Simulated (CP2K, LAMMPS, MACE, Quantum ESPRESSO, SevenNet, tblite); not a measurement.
**Which site? Si in place of C in amorphous carbon (123 atoms), by several methods**

At which of several sites of amorphous carbon (123 atoms) does Si in place of C cost least, and do cheaper methods find the same site as plane waves?

Results are calculated, not measured.

## (1) The structure

The cell holds 123 atoms (123 C), with edges of 11.14, 11.14 and 11.14 Å. Recipe: 123 atoms (123 C) placed at random at 1.77 g/cm³, melted at 6000 K for 10 ps at fixed volume with the LCBOP (Los and Fasolino, Phys. Rev. B 68, 024107 (2003)). Quenched from 6000 K to 500 K at 120 K/ps and fixed volume, held 5 ps, then minimised at fixed cell. Then the atoms were relaxed with SevenNet 0 in the fixed cell.

## (2) The reference input

Quantum ESPRESSO 7.5: Kohn-Sham DFT, PBE, SSSP efficiency 1.3.0 pseudopotentials, plane waves. Its input, pw.in, for the unchanged cell:

```
&control
  calculation = 'scf'
  pseudo_dir = './pseudo'
  outdir = './tmp'
  disk_io = 'none'
  tprnfor = .true.
  tstress = .true.
/
&system
  ibrav = 0
  nat = 123
  ntyp = 1
  ecutwfc = 45
  ecutrho = 360
  nosym = .true.
  occupations = 'smearing'
  smearing = 'fd'
  degauss = 0.003675
/
&electrons
  conv_thr = 6.2e-07
  electron_maxstep = 100
  mixing_beta = 0.2
  mixing_mode = 'local-TF'
  diagonalization = 'david'
/
ATOMIC_SPECIES
C 12.011 C.upf
CELL_PARAMETERS angstrom
11.14320 0.00000 0.00000
0.00000 11.14320 0.00000
0.00000 0.00000 11.14320
ATOMIC_POSITIONS crystal
C 0.98311 0.56428 0.46312
C 0.57937 0.40008 0.78391
C 0.50422 0.40947 0.99746
C 0.84044 0.87641 0.42546
[... 117 atom lines left out ...]
C 0.25713 0.27741 0.13024
C 0.37354 0.02128 0.69543
K_POINTS gamma
```

```console
$ OMP_NUM_THREADS=1 mpirun -np 4 pw.x -in pw.in > output.txt
```

It took 2.7 min on 4 MPI ranks of Arm Neoverse V1, shared host; peak memory 4.1 GiB.

It converged with an r.m.s. force component of 0.66 eV/Å and a pressure of -3.9 GPa.

## (3) Programs and settings

The levels share the cells and solve them as single points, though not every level runs every cell. CPU time is summed over a level's finished runs, on a host shared with the other runs, so it is rough; the force column is the median over cells of the r.m.s. difference of force components from the reference.

| level | basis or training data | k-points | runs finished | CPU time | peak memory (GiB) | force difference (meV/Å) |
| --- | --- | --- | --- | --- | --- | --- |
| QE, PBE | plane waves, SSSP efficiency, 45/360 Ry | Γ | 4 of 4 | 48 min | 4.2 | reference |
| CP2K double zeta, PBE | DZVP-MOLOPT-SR, GTH-PBE potentials, 450 Ry | Γ | 3 of 3 | 28 min | 3.7 | 51 |
| tblite GFN1-xTB | tight binding with its own dispersion term | Γ | 3 of 3 | 14 s | 0.13 | 333 |
| MACE MPA-0 medium | trained on PBE(+U) plane-wave data | - | 4 of 4 | 43 s | 1.4 | 612 |
| SevenNet 0 | trained on PBE(+U) plane-wave data | - | 4 of 4 | 39 s | 1.2 | 666 |

The reference's own r.m.s. force component runs from 657 to 692 meV/Å over these cells. SevenNet 0 relaxed the atoms, so in the cells that it relaxed its own forces are small, and its entry isn't an independent test there.

## (4) The sites

Each changed cell was relaxed with SevenNet 0 before the single points. Neighbours are the site's nearest atoms before the change.

```csv
site,nearest atoms,their mean distance (Å),atoms within 6 Å,largest move on relaxing (Å),longest force left in the reference (eV/Å)
C26,C2,1.48,71,0.49,2.81
C48,C4,1.61,88,0.60,3.31
C73,C3,1.45,86,0.84,2.77
```

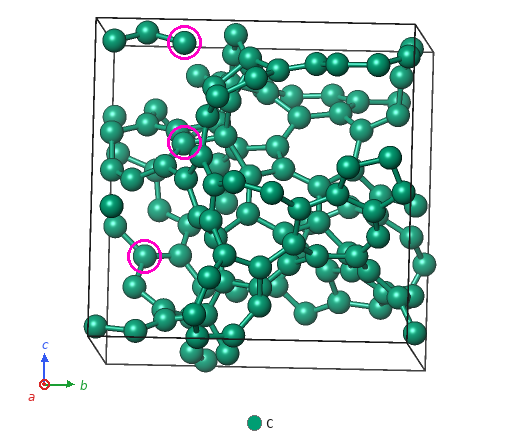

The unchanged cell with the tried sites ringed (carbon teal). Bonds to atoms that aren't drawn are left out. Some periodic images of atoms are drawn too.

## (5) Site energies

All changed cells hold the same atoms, so within one level their energies compare with no chemical potential. Energies in eV, less that of C26, the reference's cheapest site; the last column is the largest deviation from the reference once each row's mean is taken off.

```csv
level,C26,C48,C73,cheapest,largest deviation
"QE, PBE",0.00,0.69,2.61,C26,-
"CP2K double zeta, PBE",0.00,0.71,2.60,C26,0.01
tblite GFN1-xTB,0.00,0.94,2.65,C26,0.15
MACE MPA-0 medium,0.00,0.67,1.54,C26,0.70
SevenNet 0,0.00,0.40,1.53,C26,0.62
```

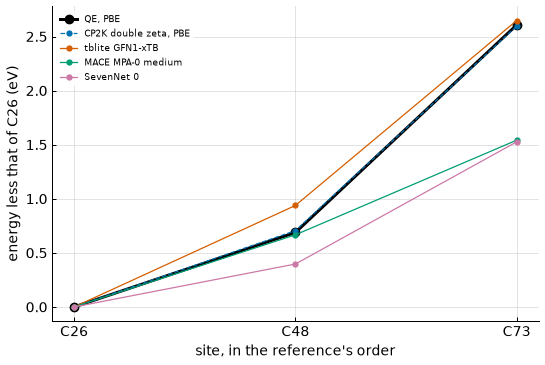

Site energies by level.

## (6) Outcome

In the reference the cheapest site is C26 (C2) and the dearest C73 (C3), 2.6 eV higher. All 4 other levels pick the same cheapest site, and all give the whole order. CP2K double zeta, PBE follows the reference most closely (0.01 eV at worst) and MACE MPA-0 medium least (0.70 eV).

The other programs at PBE deviate by 0.01 eV at most, the learned potentials by 0.62 to 0.70 eV.

Caveats: The geometries are those of SevenNet 0; forces of up to 3.3 eV/Å remain in the reference, so relaxing in DFT would lower the energies, by amounts that can differ from site to site and can change the order. For SevenNet 0 alone these are relaxed energies. Defects interact with their periodic images. Only 3 of the 123 C sites are compared. Learned potentials don't solve for electrons, so the charge or spin state of a defect can't be set in them. The quench rate of 120 K/ps is many orders above laboratory rates, so the cell is likely richer in defects and strain than a real sample. The reference samples only Γ, in a cell whose shortest periodic width is 11 Å. The reference isn't exact: its cutoffs and mesh weren't converged further here. Where levels are smeared, the DFT runs use Fermi–Dirac occupations at 580 K (0.05 eV), and energies are free energies.

[Logs are printed without paths, hosts, clocks, repeated set-up lines and the standing remarks that a program may print on its own settings, such as how far it seeks lower states.]

[Hosts, paths, dates, database ids (printed as entryN), source tags and the programs' standing remarks are cut or masked in the printed files.]
